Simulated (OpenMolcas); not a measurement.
# SnH3OF (SMILES [OH][SnH2][F]) at 5 levels

Aim: a comparison of 5 runs (HF/def2-SVPD, BLYP/def2-SVPD, M06-L/def2-SVPD, PBE/def2-SVPD, revPBE/def2-SVPD) of SnH3OF. 

The results are computed with OpenMolcas 26.06.

## (1) The molecule

The species is SnH3OF (6 atoms), meant as a singlet with charge 0. As SMILES, `[OH][SnH2][F]`. The Sn2–H6 distance was set to 3.045 Å, away from the relaxed value. At this shape a bond of the SMILES string is far longer than usual.

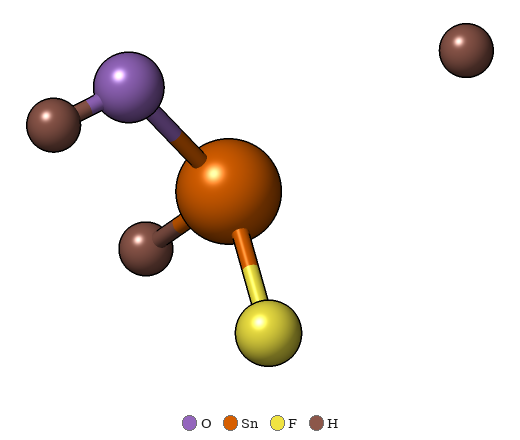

Viewed from a chosen angle; oxygen purple, tin orange, fluorine yellow, hydrogen brown.

## (2) A single-point energy at HF/def2-SVPD (core potential) (run 1)

Input file job.input:

```
&GATEWAY
BasLib
$CurrDir
Coord
6
angstrom
O       -1.186559      -0.685642      -1.711567
Sn       0.530141      -0.096742      -1.002867
F        1.636941      -1.667742      -0.984467
H       -1.140759      -1.038342      -2.603267
H        1.323941       0.964458      -2.068667
H        0.017500       0.696700       1.891900
Basis
def2-SVPD
Group
NoSym
&SEWARD
&SCF
Thresholds
1e-10 1e-07 1e-07 1e-05
PrOrbitals
1 2
```

The basis set def2-SVPD is read from a file made from the Basis Set Exchange's data (not shown).

Command:

```console
export MOLCAS_MEM=1860
pymolcas job.input > job.log
```

The log of the run:

```text
--- Start Module: gateway ---
[...]
--- Stop Module: gateway /rc=_RC_ALL_IS_WELL_ ---
--- Start Module: seward ---
[...]
      Basis functions          102
--- Stop Module: seward /rc=_RC_ALL_IS_WELL_ ---
[...]
--- Start Module: scf ---
[...]
       Convergence after  14 Iterations
[...]
::    Total SCF energy                               -389.1483203944
[...]
      Total spin, S                                     0.0000000000
[...]
      Total electronic charge=   42.000000
      Total            charge=   -0.000000
[...]
      Dipole Moment (debye):
      Origin of the operator (angstrom)=    0.4805   -0.3396   -1.0710
                   X=  3.6915E-01               Y=  2.0591E+00               Z= -2.5847E+00           Total=  3.3252E+00
      Quadrupole Moment (debye*angstrom):
[...]
--- Stop Module: scf /rc=_RC_ALL_IS_WELL_ ---
[...]
```

Wall time 14 s (1 thread of Intel Xeon Platinum 8259CL at 2.50GHz (Skylake/Cascade Lake), shared host); peak memory 0.57 GiB.

## (3) The energy at BLYP/def2-SVPD (core potential) (run 2)

Input file test.inp:

```
* FH3OSn Kohn-Sham DFT
>>> EXPORT MOLCAS_PRINT=2

&GATEWAY
 BasLib=$CurrDir
 Coord
 6
 angstrom
 O       -1.186559      -0.685642      -1.711567
 Sn       0.530141      -0.096742      -1.002867
 F        1.636941      -1.667742      -0.984467
 H       -1.140759      -1.038342      -2.603267
 H        1.323941       0.964458      -2.068667
 H        0.017500       0.696700       1.891900
 Basis=def2-SVPD
 Group=NoSym

&SEWARD
 GridInput
 Grid=UltraFine
 End of Grid

&SCF
 KSDFT=BLYP
 Thresholds=1e-10 1e-07 1e-07 1e-05
 PrOrbitals=1 1
```

The basis set def2-SVPD is read from a file made from the Basis Set Exchange's data (not shown).

Command:

```console
export MOLCAS_MEM=1860
pymolcas test.inp > test.log
```

The log of the run:

```text
--- Start Module: gateway ---
[...]
--- Stop Module: gateway /rc=_RC_ALL_IS_WELL_ ---
--- Start Module: seward ---
[...]
      Basis functions          102
--- Stop Module: seward /rc=_RC_ALL_IS_WELL_ ---
[...]
--- Start Module: scf ---
[...]
       Convergence after  24 Iterations
[...]
::    Total KS-DFT energy                            -390.8899608585
[...]
      Total spin, S                                     0.0000000000
[...]
      Total electronic charge=   42.000000
      Total            charge=   -0.000000
[...]
      Dipole Moment (debye):
      Origin of the operator (angstrom)=    0.4805   -0.3396   -1.0710
                   X=  2.0865E-01               Y=  1.8164E+00               Z= -2.0165E+00           Total=  2.7220E+00
      Quadrupole Moment (debye*angstrom):
[...]
--- Stop Module: scf /rc=_RC_ALL_IS_WELL_ ---
[...]
```

Run time: 54 s. Hardware: 1 thread of Intel Xeon Platinum 8259CL at 2.50GHz (Skylake/Cascade Lake), shared host; peak memory 0.57 GiB.

Runs 3 to 4 aren't shown in full; the table further down has their settings and results.

## (4) The energy at revPBE/def2-SVPD (core potential) (run 5)

Input file job.input:

```
* FH3OSn Kohn-Sham DFT

&gateway
 baslib=$CurrDir
 coord
 6
 bohr
 O     -2.24227154    -1.29567560    -3.23439287
 Sn     1.00182130    -0.18281588    -1.89514397
 F      3.09337017    -3.15157563    -1.86037301
 H     -2.15572208    -1.96218200    -4.91946166
 H      2.50188590     1.82256148    -3.90921407
 H      0.03307021     1.31657219     3.57517286
 basis=def2-SVPD
 group=NoSym

&seward
 gridinput
 Grid=UltraFine
 End of Grid

&scf
 ksdft=revPBE
 thresholds=1e-10 1e-07 1e-07 1e-05
 prorbitals=1 1
```

The basis set def2-SVPD is read from a file made from the Basis Set Exchange's data (not shown).

Command:

```console
export MOLCAS_MEM=1860
pymolcas job.input > job.log
```

The log of the run:

```text
--- Start Module: gateway ---
[...]
--- Stop Module: gateway /rc=_RC_ALL_IS_WELL_ ---
--- Start Module: seward ---
[...]
      Basis functions          102
--- Stop Module: seward /rc=_RC_ALL_IS_WELL_ ---
[...]
--- Start Module: scf ---
[...]
       Convergence after  23 Iterations
[...]
::    Total KS-DFT energy                            -390.9514725442
[...]
      Total spin, S                                     0.0000000000
[...]
      Total electronic charge=   42.000000
      Total            charge=   -0.000000
[...]
      Dipole Moment (debye):
      Origin of the operator (angstrom)=    0.4805   -0.3396   -1.0710
                   X=  2.0875E-01               Y=  1.7563E+00               Z= -2.0713E+00           Total=  2.7237E+00
      Quadrupole Moment (debye*angstrom):
[...]
--- Stop Module: scf /rc=_RC_ALL_IS_WELL_ ---
[...]
```

Wall time 52 s (1 thread of Intel Xeon Platinum 8259CL at 2.50GHz (Skylake/Cascade Lake), shared host); peak memory 0.58 GiB.

## (5) All runs side by side

```tsv
run	level	integration grid	energy (Eh)	dipole moment (D)	HOMO energy (eV)	LUMO energy (eV)	wall time
1	HF/def2-SVPD (core potential)	–	-389.148320	3.33	-9.47	-1.24	14 s
2	BLYP/def2-SVPD (core potential)	UltraFine	-390.889961	2.72	-6.63	-4.85	54 s
3	M06-L/def2-SVPD (core potential)	UltraFine	-391.092099	2.91	-6.79	-4.64	61 s
4	PBE/def2-SVPD (core potential)	UltraFine	-390.782475	2.70	-6.70	-4.86	56 s
5	revPBE/def2-SVPD (core potential)	UltraFine	-390.951473	2.72	-6.66	-4.82	52 s
```

## (6) What came out

| quantity | value |
| --- | --- |
| run 5: total energy | -390.95147 Eh |
| run 5: dipole moment | 2.72 D |
| run 5: HOMO energy | -6.66 eV |
| run 5: LUMO energy | -4.82 eV |
| run 5: HOMO–LUMO gap | 1.85 eV |

In words: The dipole moment (its size) runs from 2.70 D (PBE/def2-SVPD) to 3.33 D (HF/def2-SVPD). The HOMO–LUMO gap runs from 1.78 eV (BLYP/def2-SVPD) to 8.23 eV (HF/def2-SVPD). Exact exchange widens orbital gaps. Totals of different functionals can't be ranked against each other. In runs 1, 2, 3, 4, 5 a closed-shell determinant meets a far-stretched bond, which it describes badly. All runs together took 3.9 min, the longest 61 s.
